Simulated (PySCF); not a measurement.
## Electronic structure of C₄H₁₂O₆Si₄ in real space

```xyz
26

Si   -0.0284    1.7098   -0.3891
C    -0.0568    3.4985   -0.7895
O    -1.5183    0.9675   -0.5777
Si   -1.6070   -0.6692   -0.2320
C    -3.2817   -1.3807   -0.4581
O    -1.0388   -0.8228    1.3359
Si    0.4871   -0.2146    1.6629
C     1.0041   -0.4385    3.4076
O     0.4341    1.3910    1.1886
O     1.5056   -0.9670    0.5666
Si    1.1255   -0.8192   -1.0582
C     2.3120   -1.6802   -2.1592
O     1.0279    0.8286   -1.3450
O    -0.4442   -1.3861   -1.2013
H     0.9409    3.9377   -0.6445
H    -0.7704    4.0220   -0.1369
H    -0.3596    3.6491   -1.8359
H    -3.5676   -1.3615   -1.5198
H    -4.0210   -0.8052    0.1176
H    -3.2973   -2.4230   -0.1075
H     0.2403   -0.0337    4.0872
H     1.9534    0.0856    3.5909
H     1.1433   -1.5066    3.6292
H     3.3283   -1.2912   -2.0003
H     2.0361   -1.5247   -3.2123
H     2.3110   -2.7597   -1.9494
```

Geometry: PBE0-D3(BJ)/def2-SVP.

Method: PBE0/pcSseg-1, SCF density, gas phase, non-relativistic in PySCF 2.14.0.

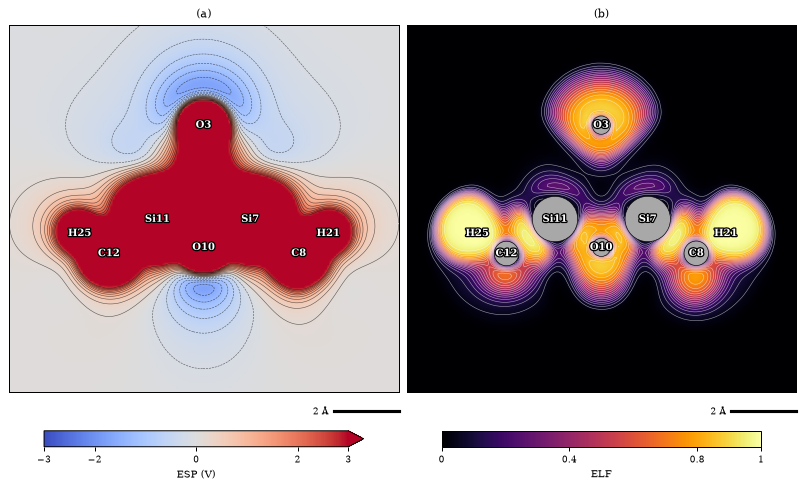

Figure 1. (a) molecular electrostatic potential; (b) electron localisation function on the plane of atoms Si11, C12 and H25. Grey discs cover the atomic cores in the ELF map.

Q: Describe what can be read from this map.

A:
- The plane passes through O, Si, C and H nuclei.
- Si–O (1.67 Å): the ELF peaks at about 0.85 between the atoms, as expected for a polar covalent bond.
- C–Si (1.83 Å): the ELF peaks at about 0.95 between the atoms, as expected for localised, covalent bonding.
- C–H (1.10 Å): the ELF climbs to about 1 towards the hydrogen, as it does in any bond to H (an ordinary covalent bond to hydrogen).
- The ELF also peaks beside O10 and O3, away from the bonds: lone-pair regions.
- Outside the dense part of the molecule the potential is most negative (−1.7 V) near O3 and O10.

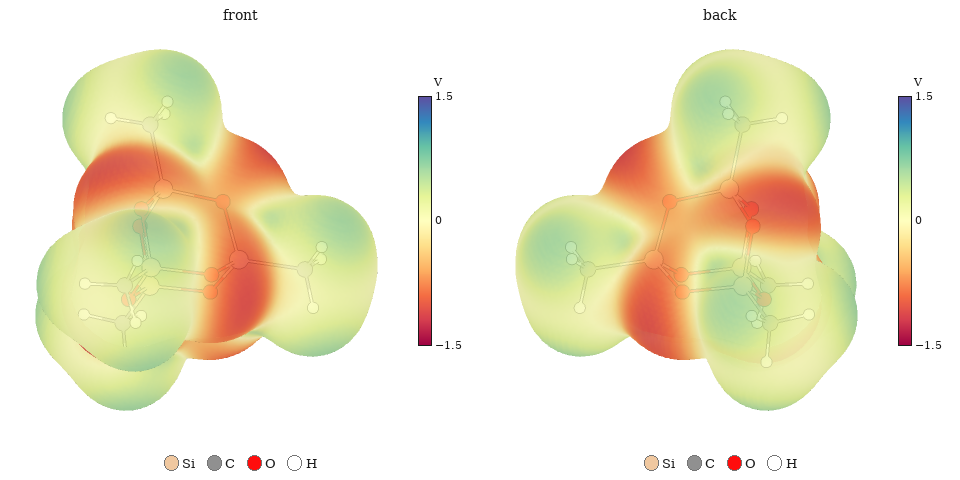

Figure 2. The molecular electrostatic potential painted on the density surface at 0.001 e/bohr³, seen from the front and from behind; red is negative and blue positive.

Q: Describe the electrostatic potential map.

A: The most negative region (about −1.1 V) lies over the O atoms, the most positive (about +0.6 V) over the H atoms.

Q: What dipole moment does the calculation give?

A: Its dipole moment is 0.03 D.
